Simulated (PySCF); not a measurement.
**AlH4 (charge −1): single-point calculation**

- system: AlH4, charge −1
- method: RHF/sto-3g, casscf (PySCF 2.14.0)

Figures and captions count atoms from 1; the log counts them from 0 in places.

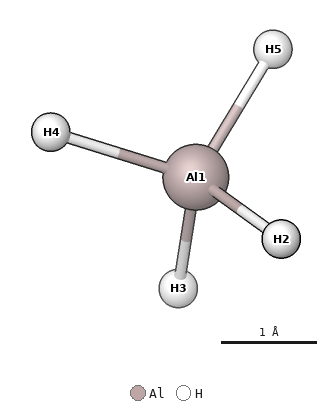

The structure as given in the input (ball-and-stick view, seen at a tilt; atoms are numbered from 1 in the order of the input). Sticks mark near contacts.

Summary

```csv
quantity,value
outcome,converged
SCF energy,−241.119954 hartree
hardware,"1 CPU thread, shared host"
wall time,1.7 s
```

Input file
```python
from pyscf import gto, scf, mcscf

mol = gto.M(
    atom='Al 0 0 0; H 1.3845 0 0.979; H -1.3845 0 0.979; H 0 1.3846 -0.979; H 0 -1.3845 -0.979',
    basis='sto-3g',
    charge=-1,
    spin=0,
    verbose=4,
)
mf = scf.RHF(mol)
mf.kernel()
mc = mcscf.CASSCF(mf, 2, 2)
mc.kernel()
mc.analyze()
mf.dip_moment()
print('orbital energies (hartree):', mf.mo_energy[..., max(0, mol.nelec[1]-3):mol.nelec[0]+3].round(4))
```

Launched with:
```bash
python input.py
```

The program's output
```
PySCF version 2.14.0

[INPUT] verbose = 4
[INPUT] num. atoms = 5
[INPUT] num. electrons = 18
[INPUT] charge = -1
[INPUT] spin (= nelec alpha-beta = 2S) = 0
[INPUT] symmetry False subgroup None
[INPUT] Mole.unit = angstrom
[INPUT] Symbol           X                Y                Z      unit          X                Y                Z       unit  Magmom
[INPUT]  1 Al     0.000000000000   0.000000000000   0.000000000000 AA    0.000000000000   0.000000000000   0.000000000000 Bohr   0.0
[INPUT]  2 H      1.384500000000   0.000000000000   0.979000000000 AA    2.616325819460   0.000000000000   1.850041875949 Bohr   0.0
[INPUT]  3 H     -1.384500000000   0.000000000000   0.979000000000 AA   -2.616325819460   0.000000000000   1.850041875949 Bohr   0.0
[INPUT]  4 H      0.000000000000   1.384600000000  -0.979000000000 AA    0.000000000000   2.616514792073  -1.850041875949 Bohr   0.0
[INPUT]  5 H      0.000000000000  -1.384500000000  -0.979000000000 AA    0.000000000000  -2.616325819460  -1.850041875949 Bohr   0.0

nuclear repulsion = 17.3744071384612
number of shells = 9
number of NR pGTOs = 39
number of NR cGTOs = 13
basis = sto-3g
ecp = {}

******** <class 'pyscf.scf.hf.RHF'> ********
method = RHF
initial guess = minao
damping factor = 0
level_shift factor = 0
DIIS = <class 'pyscf.scf.diis.CDIIS'>
diis_start_cycle = 1
diis_space = 8
diis_damp = 0
SCF conv_tol = 1e-09
SCF conv_tol_grad = None
SCF max_cycles = 50
direct_scf = True
direct_scf_tol = 1e-13
Set gradient conv threshold to 3.16228e-05
Initial guess from minao.
init E= -240.467942015951
  HOMO = -0.282123429408704  LUMO = 0.295241027911947  gap/eV = 15.71089
cycle= 1 E= -241.110515615841  delta_E= -0.643  |g|= 0.116  |ddm|= 1.91
  HOMO = -0.044787868933224  LUMO = 0.740621727731385  gap/eV = 21.37208
cycle= 2 E= -241.119276163892  delta_E= -0.00876  |g|= 0.0312  |ddm|= 0.233
  HOMO = -0.0482452389485095  LUMO = 0.74777762963786  gap/eV = 21.66089
cycle= 3 E= -241.119954099637  delta_E= -0.000678  |g|= 0.000742  |ddm|= 0.0841
  HOMO = -0.0479445811159592  LUMO = 0.747831058479356  gap/eV = 21.65416
cycle= 4 E= -241.119954227814  delta_E= -1.28e-07  |g|= 3.91e-05  |ddm|= 0.000814
  HOMO = -0.0479216573304815  LUMO = 0.747784641033138  gap/eV = 21.65227
cycle= 5 E= -241.119954228192  delta_E= -3.78e-10  |g|= 3.82e-07  |ddm|= 4.85e-05
  HOMO = -0.0479215201829051  LUMO = 0.747784889359624  gap/eV = 21.65227
Extra cycle  E= -241.119954228192  delta_E= 1.71e-13  |g|= 2.06e-08  |ddm|= 2.44e-07
converged SCF energy = -241.119954228192

******** <class 'pyscf.mcscf.mc1step.CASSCF'> ********
CAS (1e+1e, 2o), ncore = 8, nvir = 3
max_cycle_macro = 50
max_cycle_micro = 4
conv_tol = 1e-07
conv_tol_grad = None
orbital rotation max_stepsize = 0.02
orbital rotation threshold for CI restart = 0.01
augmented hessian ah_max_cycle = 30
augmented hessian ah_conv_tol = 1e-12
augmented hessian ah_linear dependence = 1e-14
augmented hessian ah_level shift = 1e-08
augmented hessian ah_start_tol = 2.5
augmented hessian ah_start_cycle = 3
augmented hessian ah_grad_trust_region = 3
kf_trust_region = 3
kf_interval = 4
ci_response_space = 4
ci_grad_trust_region = 3
with_dep4 0
natorb = False
canonicalization = True
sorting_mo_energy = False
ao2mo_level = 2
internal_rotation = False
******** <class 'pyscf.fci.direct_spin1.FCISolver'> ********
max. cycles = 50
conv_tol = 1e-08
davidson only = False
linear dependence = 1e-12
level shift = 0.001
max iter space = 12
nroots = 1
pspace_size = 400
spin = None
CASCI E = -241.122547886212  S^2 = 0.0000000
Set conv_tol_grad to 0.000316228
macro iter   1 ( 21 JK    4 micro), CASSCF E = -241.127319569429  dE = -4.77168322e-03  S^2 = 0.0000000
               |grad[o]|=0.00725  |grad[c]|=0.0116  |ddm|=0.0291  |maxRot[o]|=0.315
macro iter   2 ( 21 JK    4 micro), CASSCF E = -241.133970542650  dE = -6.65097322e-03  S^2 = 0.0000000
               |grad[o]|=0.0119  |grad[c]|=0.0145  |ddm|=0.0152  |maxRot[o]|=0.315
macro iter   3 ( 17 JK    4 micro), CASSCF E = -241.135560419734  dE = -1.58987708e-03  S^2 = 0.0000000
               |grad[o]|=0.00831  |grad[c]|=0.00307  |ddm|=0.0025  |maxRot[o]|=0.199
macro iter   4 (  5 JK    2 micro), CASSCF E = -241.135563929963  dE = -3.51022885e-06  S^2 = 0.0000000
               |grad[o]|=0.000474  |grad[c]|=4.89e-05  |ddm|=3.95e-05  |maxRot[o]|=0.00757
macro iter   5 (  1 JK    1 micro), CASSCF E = -241.135563929965  dE = -2.01794137e-12  S^2 = 0.0000000
               |grad[o]|=2.24e-05  |grad[c]|=1.18e-06  |ddm|=2.75e-06  |maxRot[o]|=    0
1-step CASSCF converged in   5 macro ( 65 JK  15 micro) steps
CASSCF canonicalization
Density matrix diagonal elements [1.97289845 0.02710155]
CASSCF energy = -241.135563929965
CASCI E = -241.135563929965  E(CI) = -0.793916205675146  S^2 = 0.0000000
Natural occ [1.97341234 0.02658766]
Natural orbital (expansion on meta-Lowdin AOs) in CAS space
               #1        #2
0 Al 1s         -0.00172  -0.00032
0 Al 2s          0.00025  -0.00017
0 Al 3s          0.29368   0.48021
0 Al 2px         0.00000   0.00000
0 Al 2py        -0.02338  -0.01733
0 Al 2pz         0.01654   0.01226
0 Al 3px        -0.00000  -0.00000
0 Al 3py         0.38512   0.51995
0 Al 3pz        -0.27246  -0.36777
1 H 1s          -0.07473  -0.11375
2 H 1s          -0.07473  -0.11375
3 H 1s           0.82077  -0.56966
4 H 1s          -0.07448  -0.11382
<mo_coeff-mcscf|mo_coeff-hf>  1      1        0.99999999
<mo_coeff-mcscf|mo_coeff-hf>  2      2        0.99993711
<mo_coeff-mcscf|mo_coeff-hf>  3      3        0.99999997
<mo_coeff-mcscf|mo_coeff-hf>  4      4        0.94924589
<mo_coeff-mcscf|mo_coeff-hf>  5      5        0.94889444
<mo_coeff-mcscf|mo_coeff-hf>  6      6        0.90817691
<mo_coeff-mcscf|mo_coeff-hf>  6      9       -0.41543558
<mo_coeff-mcscf|mo_coeff-hf>  7      7        0.99248772
<mo_coeff-mcscf|mo_coeff-hf>  8      8        0.99999971
<mo_coeff-mcscf|mo_coeff-hf>  9      6        0.41837761
<mo_coeff-mcscf|mo_coeff-hf>  9      9        0.90097622
<mo_coeff-mcscf|mo_coeff-hf>  10     10       0.66205376
<mo_coeff-mcscf|mo_coeff-hf>  10     11       0.74181755
<mo_coeff-mcscf|mo_coeff-hf>  11     10      -0.74945331
<mo_coeff-mcscf|mo_coeff-hf>  11     11       0.65531469
<mo_coeff-mcscf|mo_coeff-hf>  12     12       0.99999970
<mo_coeff-mcscf|mo_coeff-hf>  13     13       0.98981610
** Largest CI components **
  [alpha occ-orbitals] [beta occ-orbitals]            CI coefficient
  [0]                  [0]                             0.993038209849
  [1]                  [1]                            -0.115006233196
 ** Mulliken pop on meta-lowdin orthogonal AOs  **
 ** Mulliken pop  **
pop of  0 Al 1s           2.00000
pop of  0 Al 2s           2.00000
pop of  0 Al 3s           0.94231
pop of  0 Al 2px          1.99844
pop of  0 Al 2py          1.99842
pop of  0 Al 2pz          1.99843
pop of  0 Al 3px          0.52248
pop of  0 Al 3py          0.53724
pop of  0 Al 3pz          0.52986
pop of  1 H 1s            1.37790
pop of  2 H 1s            1.37790
pop of  3 H 1s            1.33913
pop of  4 H 1s            1.37789
 ** Mulliken atomic charges  **
charge of    0Al =      0.47282
charge of    1H =     -0.37790
charge of    2H =     -0.37790
charge of    3H =     -0.33913
charge of    4H =     -0.37789
Mulliken spin population analysis on meta-Lowdin AOs:
 ** Mulliken pop on meta-lowdin orthogonal AOs  **
 ** Mulliken pop  **
pop of  0 Al 1s           0.00000
pop of  0 Al 2s           0.00000
pop of  0 Al 3s          -0.00000
pop of  0 Al 2px          0.00000
pop of  0 Al 2py          0.00000
pop of  0 Al 2pz         -0.00000
pop of  0 Al 3px          0.00000
pop of  0 Al 3py         -0.00000
pop of  0 Al 3pz          0.00000
pop of  1 H 1s            0.00000
pop of  2 H 1s            0.00000
pop of  3 H 1s           -0.00000
pop of  4 H 1s            0.00000
 ** Mulliken atomic charges  **
charge of    0Al =     13.00000
charge of    1H =      1.00000
charge of    2H =      1.00000
charge of    3H =      1.00000
charge of    4H =      1.00000
spop of 0 Al 1s         0.00000
spop of 0 Al 2s         0.00000
spop of 0 Al 3s        -0.00000
spop of 0 Al 2px        0.00000
spop of 0 Al 2py        0.00000
spop of 0 Al 2pz       -0.00000
spop of 0 Al 3px        0.00000
spop of 0 Al 3py       -0.00000
spop of 0 Al 3pz        0.00000
spop of 1 H 1s          0.00000
spop of 2 H 1s          0.00000
spop of 3 H 1s         -0.00000
spop of 4 H 1s          0.00000
Mulliken atomic spins:
spin of  0Al =      0.00000
spin of  1H =      0.00000
spin of  2H =      0.00000
spin of  3H =      0.00000
spin of  4H =      0.00000

WARN: System has nonzero charge -1; the dipole moment is origin-dependent.
Location of origin: [0. 0. 0.]

Dipole moment(X, Y, Z, Debye):  0.00000, -0.00030,  0.00003
orbital energies (hartree): [-0.0479 -0.0479 -0.0479  0.7478  0.8714  0.8714]
```

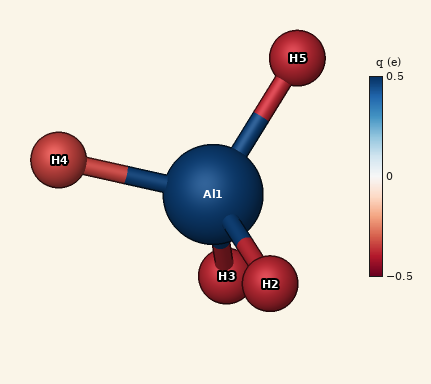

meta-Löwdin charges, as the colour of each atom (ball-and-stick view, seen at a tilt; atoms are numbered from 1 in the order of the input). By element: Al +0.47 and H −0.38 to −0.34 e.
